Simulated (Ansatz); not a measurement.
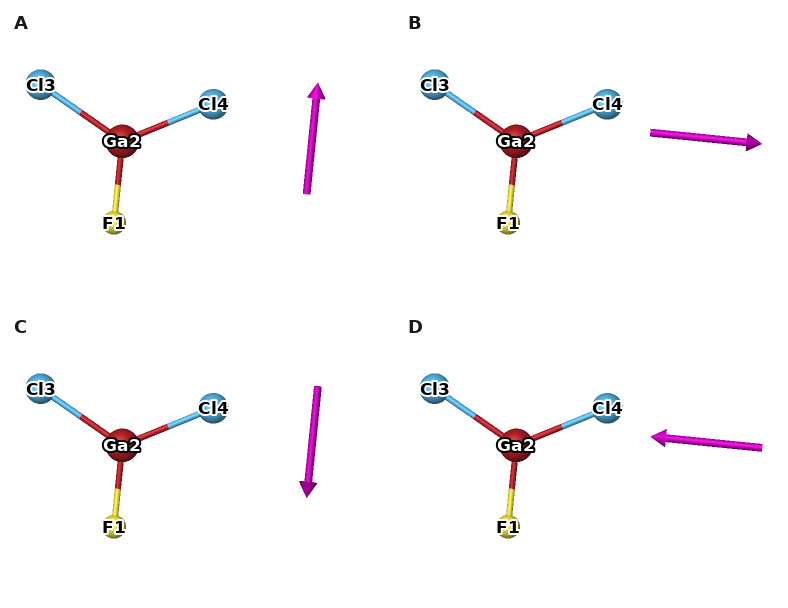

The same molecule four times, each with an arrow. The geometry was computed by an optimisation with PBE0-D4/def2-TZVP. Properties computed with RKS B3LYP-D4/def2-TZVPP (Ansatz 0.2.0).

### Which arrow points along the dipole moment, from the negative to the positive end?

A. The dipole moment is 0.88 D; it points from the side of F1 to the side of Cl3, Cl4 (the outermost atoms at the two ends).
